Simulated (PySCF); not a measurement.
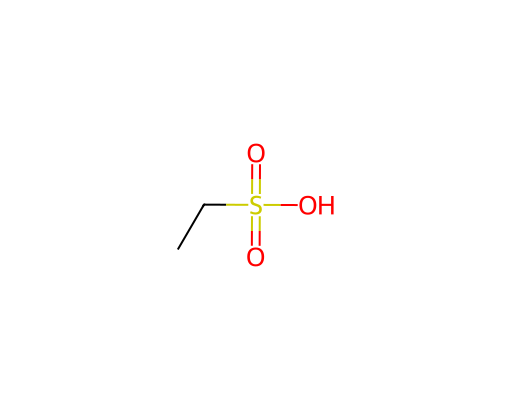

**Give its SMILES.**

CCS(=O)(=O)O

**Give the formula, hydrogens included.**

C2H6O3S.

**An optimisation with GFN2-xTB gave a structure of which point group?**

C1. Other conformers may differ.

More results for the same structure follow; atom numbers are the same in all pictures, views and colours differ. The geometry was computed by an optimisation with GFN2-xTB. No frequency run is at hand to confirm it as a minimum.

## Geometry

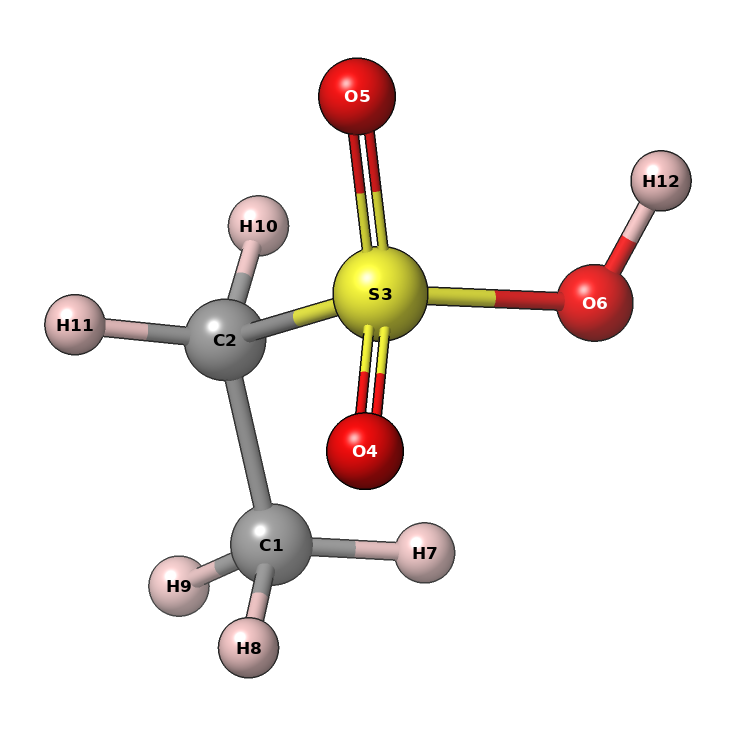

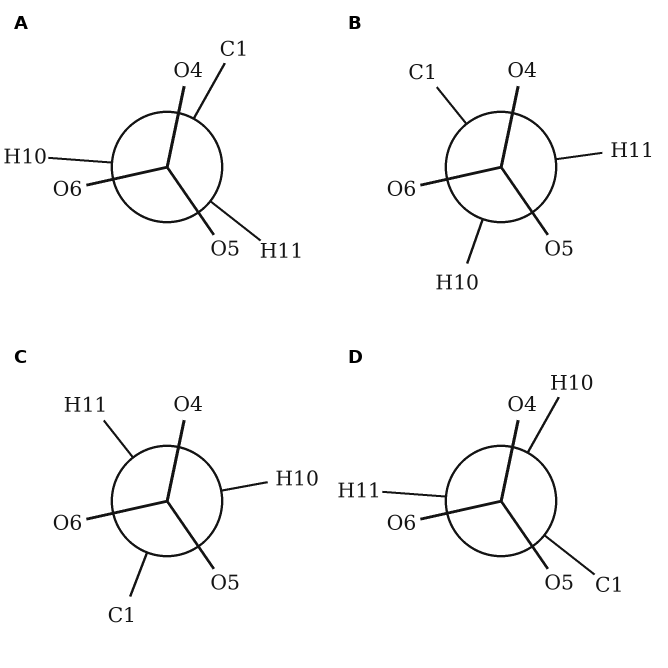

Atoms fade into the background with distance from the viewer. Bonds that would overlap in a projection are set slightly apart. No frequency run is at hand to confirm it as a minimum.

**Which Newman projection shows the view along S3–C2, with S3 in front?**

B. The torsion angle O6–S3–C2–C1 is 64°, synclinal (gauche).

## Bond orders

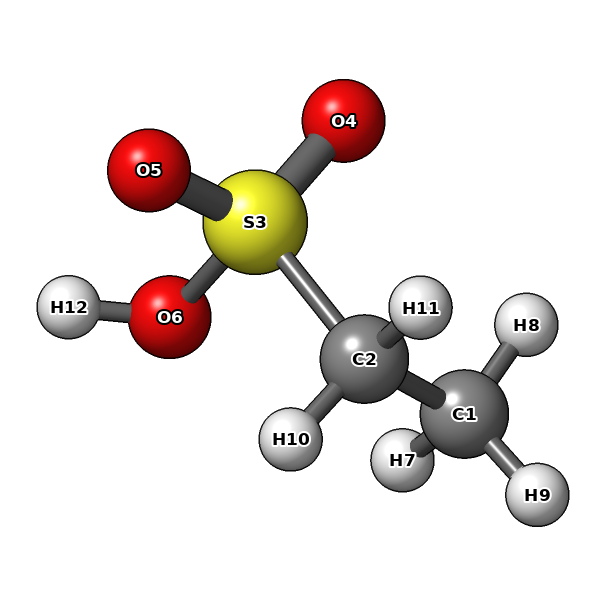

The thickness of each stick grows with its Mayer bond order. No frequency run is at hand to confirm it as a minimum. Computed with PBE0/pcSseg-1 (PySCF 2.14.0).

List the Mayer bond orders of C1–C2, C1–H7, C1–H8, C1–H9, C2–S3, C2–H10, C2–H11, S3–O4, S3–O5, S3–O6, O6–H12.

```json
{"bond": "C1–C2", "Mayer order": "1.03", "length (Å)": "1.508"}
{"bond": "C1–H7", "Mayer order": "0.96", "length (Å)": "1.087"}
{"bond": "C1–H8", "Mayer order": "0.95", "length (Å)": "1.087"}
{"bond": "C1–H9", "Mayer order": "0.96", "length (Å)": "1.088"}
{"bond": "C2–S3", "Mayer order": "0.91", "length (Å)": "1.800"}
{"bond": "C2–H10", "Mayer order": "0.93", "length (Å)": "1.085"}
{"bond": "C2–H11", "Mayer order": "0.93", "length (Å)": "1.085"}
{"bond": "S3–O4", "Mayer order": "1.81", "length (Å)": "1.425"}
{"bond": "S3–O5", "Mayer order": "1.77", "length (Å)": "1.433"}
{"bond": "S3–O6", "Mayer order": "0.93", "length (Å)": "1.621"}
{"bond": "O6–H12", "Mayer order": "0.92", "length (Å)": "0.958"}
```

## Charges

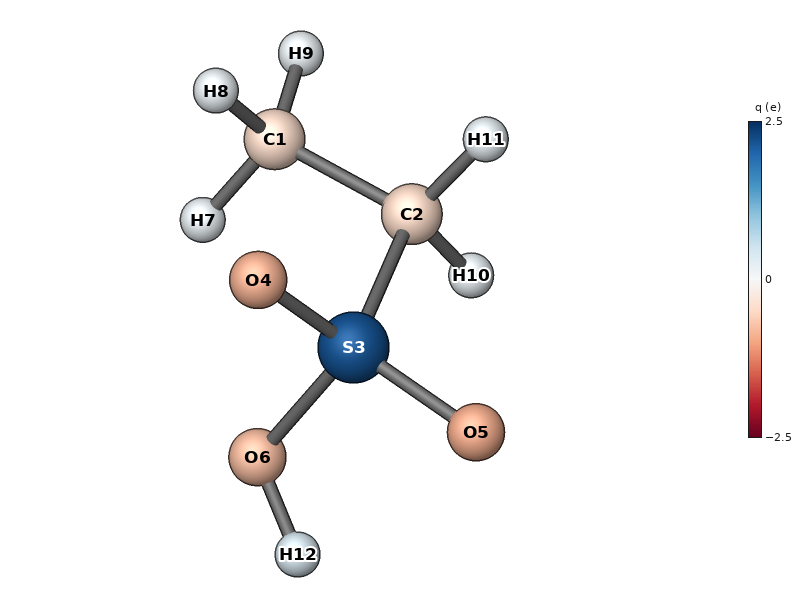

Atoms are coloured by their IAO charges. No frequency run is at hand to confirm it as a minimum. Properties computed with PBE0/pcSseg-1, gas phase (PySCF 2.14.0).

List the IAO charges.

| atom | value (e) |
| --- | --- |
| C1 | −0.43 |
| C2 | −0.45 |
| S3 | 2.15 |
| O4 | −0.86 |
| O5 | −0.89 |
| O6 | −0.74 |
| H7 | 0.16 |
| H8 | 0.17 |
| H9 | 0.16 |
| H10 | 0.17 |
| H11 | 0.18 |
| H12 | 0.39 |

## Dipole moment

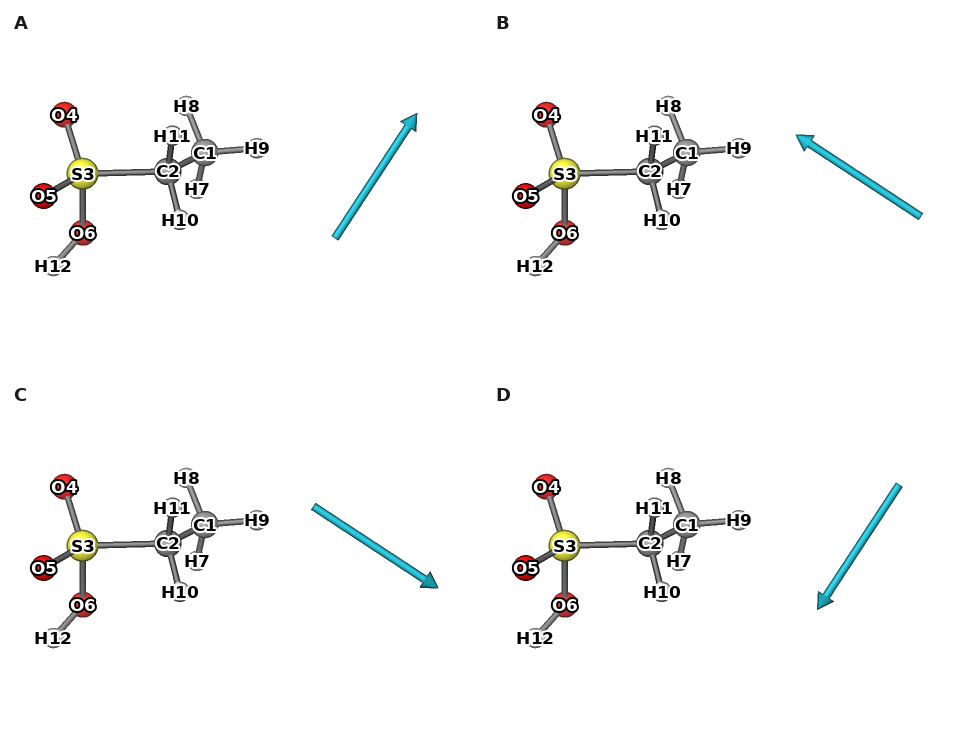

The same molecule four times, each with an arrow. No frequency run is at hand to confirm it as a minimum. Properties computed with PBE0/pcSseg-1, gas phase (PySCF 2.14.0).

**Which arrow points along the dipole moment, from the negative to the positive end?**

C. The dipole moment is 3.69 D; it points from the side of O4 to the side of H9 (the outermost atoms at the two ends).
